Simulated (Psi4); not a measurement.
# wB97X-D/aug-cc-pVDZ (sweep point 1) run of CuPH4 (Cu(PH3)H)

What is the energy change on altering one bond length of CuPH4 (Cu(PH3)H) at wB97X-D/aug-cc-pVDZ (sweep point 1)? 

Program for the calculation: Psi4 1.11.

### 1 Starting point

CuPH4: 6 atoms, total charge 0, spin state singlet. As SMILES, `[H][Cu]<-[PH3]`. The shape comes from GFN2-xTB, which is rough for such elements, and wasn't checked as a minimum.

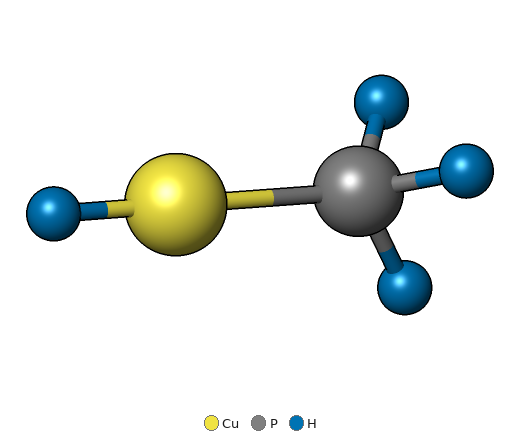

The structure, seen from a chosen angle (copper yellow, phosphorus grey, hydrogen blue).

### 2 A single-point energy at wB97X-D/aug-cc-pVDZ (sweep point 1)

The input, calc.inp:

```
memory 1600 mb

molecule m {
  0 1
  Cu     0.002430     0.011570    -1.604250
  P      0.002060     0.001380     0.629190
  H      0.764920    -0.902690     1.347910
  H     -1.158390    -0.223770     1.349940
  H      0.391290     1.101950     1.370540
  H     -0.002310     0.011560    -3.093330
  symmetry c1
}

set {
  puream               true
  scf_type             pk
  dft_radial_points    99
  dft_spherical_points 590
}

e_tot, wfn = energy("wb97x-d/aug-cc-pVDZ", return_wfn=True)
print_variables()
```

Run with:

```
$ psi4 -i calc.inp -o calc.out -n 1
```

calc.out, cut to the lines that bear on the results:

```text
[...]
  Running in c1 symmetry.
[...]
  Nuclear repulsion =  148.284566554973424
[...]
  Multiplicity = 1
[...]
  Nalpha       = 24
  Nbeta        = 24
[...]
    Number of basis functions: 122
[...]
   @RKS iter   1: -1980.80356184538800    9.30093e-01   3.52418e-02 DIIS/ADIIS
[...]
   @RKS iter  11: -1984.35037566466735   -3.73250e-08   5.28477e-07 DIIS
[...]
    Orbital Energies [Eh]
    ---------------------
    Doubly Occupied:
       1A   -323.228797     2A    -77.298532     3A    -38.951401
       4A    -34.135559     5A    -34.132147     6A    -34.132135
       7A     -6.731593     8A     -4.878708     9A     -4.878708
      10A     -4.875213    11A     -4.392903    12A     -2.883740
      13A     -2.875136    14A     -2.875118    15A     -0.805030
      16A     -0.523220    17A     -0.522898    18A     -0.475494
      19A     -0.365322    20A     -0.360940    21A     -0.360923
      22A     -0.355123    23A     -0.355122    24A     -0.297691
[...]
  @RKS Final Energy: -1984.35037566466735
   => Energetics <=
    Nuclear Repulsion Energy =            148.2845665549734235
    One-Electron Energy =               -3057.1917703973972493
    Two-Electron Energy =                 992.5237496862928310
    DFT Exchange-Correlation Energy =     -67.9653879319541261
    Empirical Dispersion Energy =          -0.0015335765821290
    VV10 Nonlocal Energy =                  0.0000000000000000
    Total Energy =                      -1984.3503756646673537
[...]
 Multipole Moments:
 ------------------------------------------------------------------------------------
     Multipole            Electronic (a.u.)      Nuclear  (a.u.)        Total (a.u.)
 ------------------------------------------------------------------------------------
 L = 1.  Multiply by 2.5417464519 to convert [e a0] to [Debye]
 Dipole X            :          0.0163966           -0.0134622            0.0029344
 Dipole Y            :          0.0470276           -0.0531562           -0.0061286
 Dipole Z            :         -4.0321312            6.3051960            2.2730648
 Magnitude           :                                                    2.2730750
[...]
```

Wall time 5.5 min (1 thread of Intel Xeon Platinum 8488C (Sapphire Rapids), shared host); peak memory 2 GiB.

### 3 The distorted shape

The input, input.in:

```
memory 1600 mb

molecule mol {
  0 1
  Cu    -0.075429    -0.208580    -1.752544
  P     -0.075799    -0.218770     0.480896
  H      0.687061    -1.122840     1.199616
  H     -1.236249    -0.443920     1.201646
  H      0.391290     1.101950     1.370540
  H     -0.080169    -0.208590    -3.241624
  symmetry c1
}

set basis aug-cc-pVDZ
set puream true
set scf_type pk
set dft_radial_points 99
set dft_spherical_points 590

energy_value, wavefunction = energy('wb97x-d', return_wfn=True)
```

Run with:

```
$ psi4 input.in input.out -n 1
```

input.out, cut to the lines that bear on the results:

```text
[...]
  Running in c1 symmetry.
[...]
  Nuclear repulsion =  146.955164746707169
[...]
  Multiplicity = 1
[...]
  Nalpha       = 24
  Nbeta        = 24
[...]
    Number of basis functions: 122
[...]
   @RKS iter   1: -1980.73708455570954    8.94098e-01   3.53211e-02 DIIS/ADIIS
[...]
   @RKS iter  11: -1984.33516065255435   -1.74827e-07   6.51991e-07 DIIS
[...]
    Orbital Energies [Eh]
    ---------------------
    Doubly Occupied:
       1A   -323.231590     2A    -77.313602     3A    -38.954204
       4A    -34.138403     5A    -34.135037     6A    -34.134801
       7A     -6.741949     8A     -4.889560     9A     -4.889084
      10A     -4.885785    11A     -4.395688    12A     -2.886612
      13A     -2.878012    14A     -2.877671    15A     -0.790607
      16A     -0.523942    17A     -0.494519    18A     -0.471356
      19A     -0.367511    20A     -0.363570    21A     -0.362669
      22A     -0.357740    23A     -0.357738    24A     -0.299837
[...]
  @RKS Final Energy: -1984.33516065255435
   => Energetics <=
    Nuclear Repulsion Energy =            146.9551647467071689
    One-Electron Energy =               -3054.4363497519002522
    Two-Electron Energy =                 991.0619787204819886
    DFT Exchange-Correlation Energy =     -67.9144022709480595
    Empirical Dispersion Energy =          -0.0015520968953694
    VV10 Nonlocal Energy =                  0.0000000000000000
    Total Energy =                      -1984.3351606525545776
[...]
 Multipole Moments:
 ------------------------------------------------------------------------------------
     Multipole            Electronic (a.u.)      Nuclear  (a.u.)        Total (a.u.)
 ------------------------------------------------------------------------------------
 L = 1.  Multiply by 2.5417464519 to convert [e a0] to [Debye]
 Dipole X            :         -0.0747660            0.0609928           -0.0137731
 Dipole Y            :         -0.2105206            0.1573690           -0.0531516
 Dipole Z            :         -4.2396372            6.4470068            2.2073695
 Magnitude           :                                                    2.2080523
[...]
```

It took 3.8 min on 1 thread of Intel Xeon Platinum 8488C (Sapphire Rapids), shared host; peak memory 2 GiB.

### 4 What came out

At wB97X-D/aug-cc-pVDZ (sweep point 1):

| quantity | value |
| --- | --- |
| first shape: total energy | -1984.35038 Eh |
| first shape: dipole moment | 5.78 D |
| first shape: HOMO energy | -8.10 eV |
| first shape: LUMO energy | 0.50 eV |
| first shape: HOMO–LUMO gap | 8.60 eV |
| first shape: dispersion energy | -4.03 kJ/mol |
| distorted shape: total energy | -1984.33516 Eh |
| distorted shape: dipole moment | 5.61 D |
| distorted shape: HOMO energy | -8.16 eV |
| distorted shape: LUMO energy | 0.01 eV |
| distorted shape: HOMO–LUMO gap | 8.17 eV |
| distorted shape: dispersion energy | -4.08 kJ/mol |
| energy change with the P2–H5 bond stretched from 1.383 to 1.659 Å | 0.414 eV |

With the P2–H5 bond stretched from 1.383 to 1.659 Å the energy rises by 0.41 eV (39.9 kJ/mol). The first shape isn't relaxed at this level, so the change isn't measured from a minimum.
